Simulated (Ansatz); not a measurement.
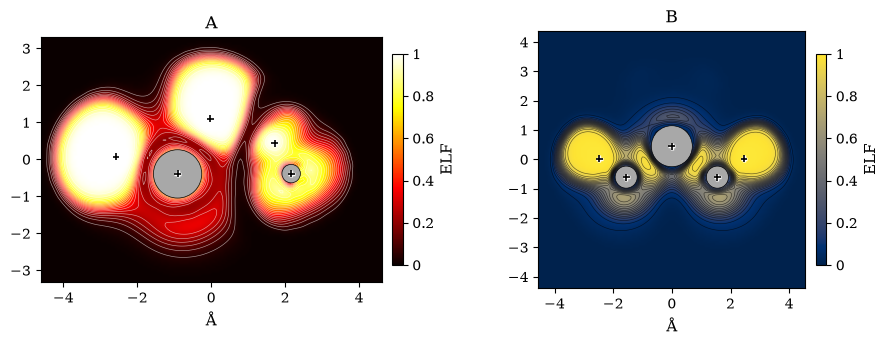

The ELF of 2 systems, each on a plane through atoms (crosses mark nuclei in the plane; grey discs cover the cores).

All numbers below come from RKS PBE-D4/def2-SVP (Ansatz 0.2.0).

System 1: H4Sn···HF, the plane of atoms H2, Sn1 and H3. Core potentials replace the inner electrons of Sn.

```yaml
atoms:
  - { symbol: Sn, position_ang: [0.1778, 0.0000, -0.1010] }
  - { symbol: H, position_ang: [0.1409, 0.0000, 1.6390] }
  - { symbol: H, position_ang: [1.8551, 0.0000, -0.5173] }
  - { symbol: H, position_ang: [-0.5620, 1.4266, -0.7072] }
  - { symbol: H, position_ang: [-0.5620, -1.4266, -0.7072] }
  - { symbol: F, position_ang: [-2.4923, 0.0000, 1.4166] }
  - { symbol: H, position_ang: [-1.6988, 0.0000, 1.9064] }
```

System 2: C3H9FSi, the plane of atoms Si1, C11 and H14. 

```xyz
14

Si    0.0080   -0.0453   -0.0704
F     0.0360   -0.2177    1.5765
C     1.7938    0.0438   -0.6473
H     2.3505   -0.8712   -0.3594
H     1.8504    0.1431   -1.7511
H     2.3149    0.9150   -0.2005
C    -0.9230    1.5430   -0.4443
H    -1.9646    1.4954   -0.0660
H    -0.4277    2.4152    0.0295
H    -0.9667    1.7298   -1.5375
C    -0.8751   -1.5494   -0.7690
H    -1.9060   -1.6275   -0.3660
H    -0.9463   -1.4898   -1.8753
H    -0.3363   -2.4846   -0.5125
```

### Which map belongs to which system?

Panel A is system 1, H4Sn···HF: the plane holds Sn, H and F. Sn1···H7 (2.75 Å): the ELF dips to about 0.05 between them. Panel B is system 2, C3H9FSi: the plane holds Si, C and H. C–Si (1.88 Å): the ELF peaks at about 0.95 between the atoms, as expected for a shared electron pair.
